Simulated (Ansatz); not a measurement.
**CH$_{4}$: density, localisation and related maps**

The calculation's input:

```
crystal:
  periodic: [false, false, false]
  atoms:
    - {symbol: C, position_ang: [0.287791, -0.059654, -2.349826]}
    - {symbol: H, position_ang: [0.152830, 0.911121, -1.873660]}
    - {symbol: H, position_ang: [0.034959, 0.016066, -3.407035]}
    - {symbol: H, position_ang: [-0.362653, -0.791979, -1.872360]}
    - {symbol: H, position_ang: [1.326022, -0.373821, -2.246259]}
basis:
  gaussian: {orbitals: "def2-TZVPPD.json"}
hamiltonian: {xc: pbe0, dispersion: d4}
output: {orbitals: {seedname: orbitals}}
```

Run with:

```sh
ansatz run in.yaml --threads 4 --pin off --events-out ev --progress --plain --max-ram 9574MiB
```

Geometry: PBE0-D4/def2-TZVP.

All numbers below come from Ansatz, RKS PBE0-D4/def2-TZVPPD.

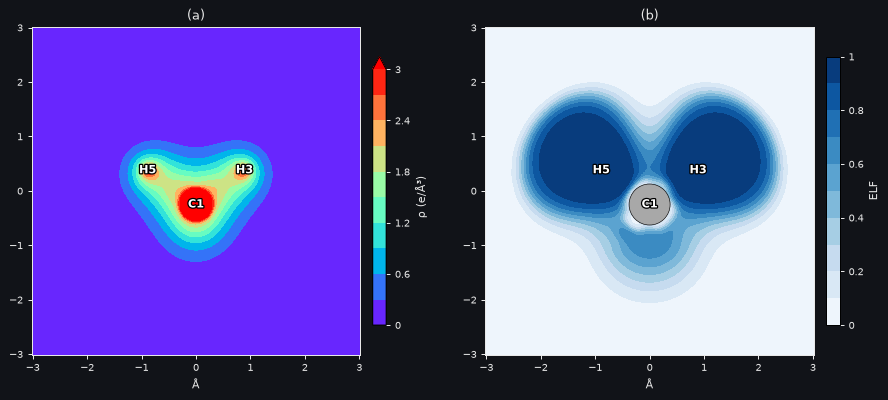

Figure 1. (a) electron density; (b) electron localisation function on the plane of atoms H3, C1 and H5. Grey discs cover the atomic cores in the ELF map.

Question: Describe what can be read from this map.

Answer:
- The section cuts through C and H sites.
- C–H (1.09 Å): ρ at the midpoint is about 2 e/Å³; the ELF climbs to about 1 towards the hydrogen, as it does in any bond to H; an ordinary covalent bond to hydrogen.

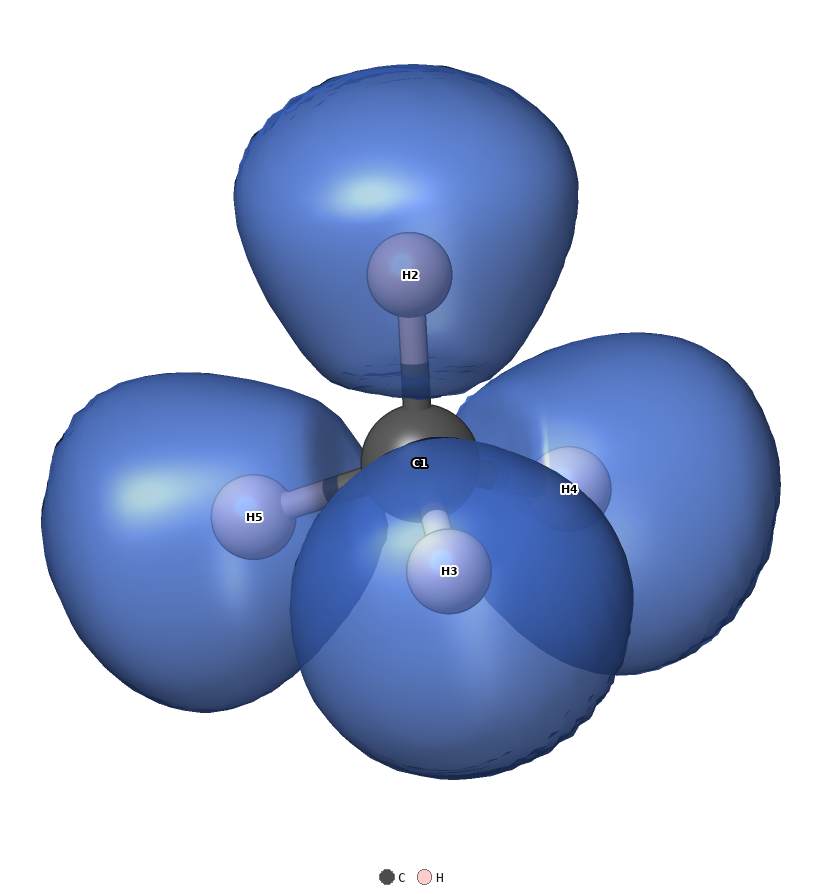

Figure 2. Isosurface of the ELF at 0.75 (blue), seen at an oblique angle. Core shells and regions of very low density are left out.

Question: Describe the localisation domains.

Answer: At this value the surface marks out four regions around hydrogen nuclei.

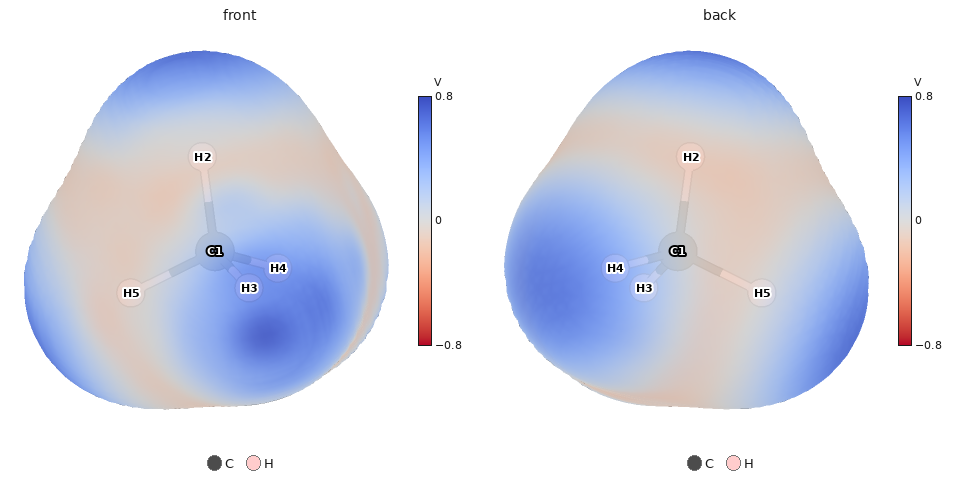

Figure 3. The electrostatic potential painted on the density surface at 0.002 e/bohr³, seen from the front and from behind; the colour scale runs from red (negative) to blue (positive).

Question: Which sites attract a positive test charge, and which a negative one?

Answer: A positive charge is drawn to the negative regions and a negative charge to the positive ones. The most negative region (about −0.1 V) lies over C1, the most positive (about +0.7 V) over H3.
